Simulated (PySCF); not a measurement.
**A series of small molecules: dihydrides MH2 of group 16**

Gas-phase molecules at GFN2-xTB geometries (not checked as minima at the level of the calculation), PBE/def2-TZVP with PySCF. The ionisation energy is E(cation) − E(neutral) at fixed geometry, without spin-orbit coupling. LUMO energies depend on the basis. GFN2-xTB bonds to atoms past the second row can be off by 0.02 to 0.07 Å and angles by up to several degrees, which can move orbital and ionisation energies by up to 0.5 eV and charges by 0.01 to 0.02 e, so small steps and misses may come from the geometries. Volumes are summed on a coarse grid and good to about 2 %. Core potentials replace the inner electrons of Te. Electronegativities are Pauling's, radii Cordero's.

```json
{"molecule": "H2O", "electronegativity of M": "3.44", "covalent radius of M (Å)": "0.66", "Hirshfeld charge of the central atom (e)": "−0.311", "HOMO energy (eV)": "−6.96", "vertical ionisation energy (eV)": "12.68", "HOMO–LUMO gap (eV)": "6.95", "volume inside the 0.001 a.u. surface (Å³)": "28"}
{"molecule": "H2S", "electronegativity of M": "2.58", "covalent radius of M (Å)": "1.05", "Hirshfeld charge of the central atom (e)": "−0.104", "HOMO energy (eV)": "−6.20", "vertical ionisation energy (eV)": "10.37", "HOMO–LUMO gap (eV)": "5.85", "volume inside the 0.001 a.u. surface (Å³)": "48"}
{"molecule": "H2Se", "electronegativity of M": "2.55", "covalent radius of M (Å)": "1.20", "Hirshfeld charge of the central atom (e)": "?", "HOMO energy (eV)": "?", "vertical ionisation energy (eV)": "?", "HOMO–LUMO gap (eV)": "?", "volume inside the 0.001 a.u. surface (Å³)": "?"}
{"molecule": "H2Te", "electronegativity of M": "2.10", "covalent radius of M (Å)": "1.38", "Hirshfeld charge of the central atom (e)": "0.020", "HOMO energy (eV)": "−5.51", "vertical ionisation energy (eV)": "8.95", "HOMO–LUMO gap (eV)": "3.97", "volume inside the 0.001 a.u. surface (Å³)": "68"}
```

The results for H2Se are withheld.

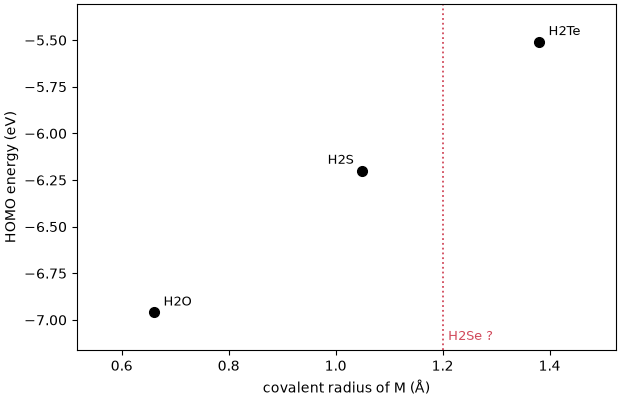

What does the trend of the HOMO energy with the covalent radius of M predict for H2Se?

A least-squares line through the three given members is y = −8.296 + 2.012 x, with R² = 1.00 and a scatter of 0.021 eV; H2S lies farthest from it (−0.02 eV). At x = 1.20 it gives −5.88 eV. For a new member the 90 % prediction interval is ±0.16 eV, wide since three points leave one degree of freedom.

What did the calculation give?

The calculation gives −5.92 eV, 0.04 eV below the estimate (1.9 times the scatter, 3 % of the range of the series): inside the prediction interval. Its other results: Hirshfeld charge of the central atom −0.054 e, vertical ionisation energy 9.80 eV, HOMO–LUMO gap 5.25 eV and volume inside the 0.001 a.u. surface 55 Å³.

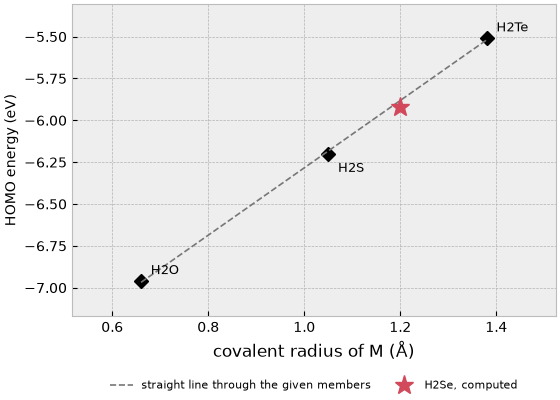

Over the series −ε(HOMO) lies 3.44 to 5.71 eV below the ionisation energy from total-energy differences, since this functional puts filled levels too high (delocalisation error). The pairing was chosen among those with R² above 0.96; series and pairings with weaker trends are left out of this set.

The single runs took from 1.1 s to 33 s, on 1 thread of shared hosts (four kinds of processor).
